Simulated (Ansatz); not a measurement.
**What a change does: single-point calculation on C₂H₈FGaS**

System: C₂H₈FGaS, SMILES [CH3][Ga-]([CH3])([F])[SH2+].
Method of run 1: RKS PBE0-D4/def2-TZVPP (Ansatz 0.2.0).

The geometry comes from this level: PBE0-D4/def2-TZVP. Text and figures count atoms from 1; the logs count them from 0 in places.

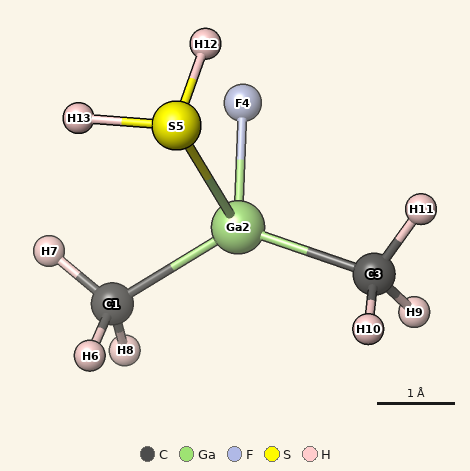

Figure 1. The structure (ball-and-stick view, seen at a tilt; atoms are numbered from 1 in the order of the input). Sticks mark near contacts. Bond lengths as drawn: C–Ga 1.96 Å, C–H 1.09 Å, F–Ga 1.80 Å, Ga–S 2.69 Å and H–S 1.34 to 1.35 Å.

### Input, run 1
```yaml
crystal:
  periodic: [false, false, false]
  atoms:
    - {symbol: C, position_ang: [-1.393292, -1.194456, 0.562163]}
    - {symbol: Ga, position_ang: [-0.094839, -0.103409, -0.430109]}
    - {symbol: C, position_ang: [1.762766, -0.456431, -0.958212]}
    - {symbol: F, position_ang: [-0.887654, 1.120574, -1.489730]}
    - {symbol: S, position_ang: [0.284108, 1.922114, 1.292459]}
    - {symbol: H, position_ang: [-0.986547, -1.532491, 1.517859]}
    - {symbol: H, position_ang: [-2.308520, -0.628872, 0.746462]}
    - {symbol: H, position_ang: [-1.660406, -2.082318, -0.016452]}
    - {symbol: H, position_ang: [1.790664, -1.212350, -1.747124]}
    - {symbol: H, position_ang: [2.355255, -0.826524, -0.118962]}
    - {symbol: H, position_ang: [2.230512, 0.449537, -1.347400]}
    - {symbol: H, position_ang: [-0.103925, 2.649366, 0.228329]}
    - {symbol: H, position_ang: [-0.967823, 1.860460, 1.775419]}
basis:
  gaussian: {orbitals: def2-TZVPP}
hamiltonian: {xc: pbe0, dispersion: d4}
output: {orbitals: {seedname: orbitals}}
```

Command:
```bash
ansatz run in.yaml --threads 8 --pin off --events-out ev --progress --plain --max-ram 18278MiB
```

Hardware: 8 threads of Arm Neoverse V1, 23 GiB of memory available, shared host.

### Output (run 1)
```
Functional definition: PBE0
  parameter a = 0.25
  parameter kappa = 0.804
  parameter beta = 0.06672455060314922
  exchange = (1 - a)*pbe_x(kappa = kappa, mu = beta*pi^2/3) + a*exact_x
  correlation = pbe_c(beta = beta)
1716 factors; their error is unknown
mean field evaluation 1: about -68110.0776 eV, gradient 8.1e1 eV
mean field evaluation 2: about -68102.4003 eV, gradient 1.0e2 eV
mean field evaluation 4: about -68122.9607 eV, gradient 4.7e0 eV
mean field evaluation 8: about -68123.0028 eV, gradient 8.7e-2 eV
mean field evaluation 16: about -68123.2006 eV, gradient 4.3e-5 eV
mean field -68123.20059642 eV, -2503.4814463545 hartree, gradient 4.3e-5 eV, S^2 0.000000; 0 other end points of the search recorded, 0 dependent functions left out
reference -68123.20063159 eV, -2503.4814476471 hartree; 38, 38 occupied and 257, 257 virtual orbitals, 1716 factors
Total energy: -68123.44443799 eV, -2503.4904073670 hartree
```

The input of run 2 differs as follows (lines with − go, lines with + come):
```diff
-  gaussian: {orbitals: def2-TZVPP}
+  gaussian: {orbitals: "def2-QZVPP.json"}
```

What does this change do to the results?

The total energy of run 2 is 41.5 kcal/mol lower, which measures the change of basis and not a stability. The LUMO goes from −0.28 to −0.39 eV. The basis functions go from 295 to 570. On the same kind of shared host run 2 took about 3 times as long.

### Output (run 2)
```
Functional definition: PBE0
  parameter a = 0.25
  parameter kappa = 0.804
  parameter beta = 0.06672455060314922
  exchange = (1 - a)*pbe_x(kappa = kappa, mu = beta*pi^2/3) + a*exact_x
  correlation = pbe_c(beta = beta)
1997 factors; their error is unknown
mean field evaluation 1: about -68110.6727 eV, gradient 8.5e1 eV
mean field evaluation 2: about -68102.1007 eV, gradient 1.1e2 eV
mean field evaluation 4: about -68124.7863 eV, gradient 5.4e0 eV
mean field evaluation 8: about -68124.8393 eV, gradient 1.3e-1 eV
mean field evaluation 16: about -68125.0014 eV, gradient 6.1e-5 eV
mean field -68125.00140922 eV, -2503.5476250045 hartree, gradient 1.2e-5 eV, S^2 0.000000; 0 other end points of the search recorded, 0 dependent functions left out
reference -68125.00145527 eV, -2503.5476266969 hartree; 38, 38 occupied and 532, 532 virtual orbitals, 1997 factors
Total energy: -68125.24526167 eV, -2503.5565864168 hartree
```

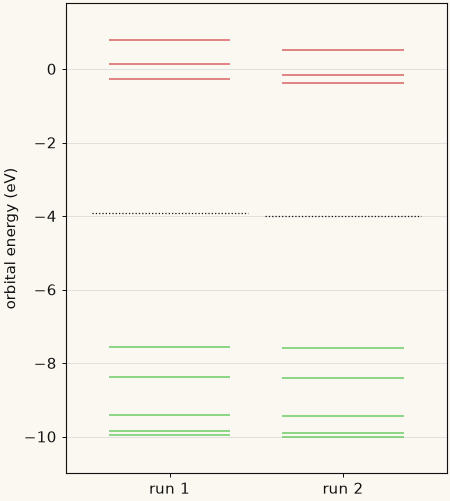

Figure 2. The five highest filled and three lowest empty orbital energies of the two runs; the dotted lines part filled from empty levels. The HOMO–LUMO gap is 7.29 eV in run 1 and 7.20 eV in run 2.

### The two runs side by side

```csv
quantity,run 1,run 2
outcome,converged,converged
total energy (hartree),−2503.490407,−2503.556586
HOMO (eV),−7.57,−7.59
LUMO (eV),−0.28,−0.39
basis functions,295,570
wall time (shared host),3.2 s,9.5 s
```
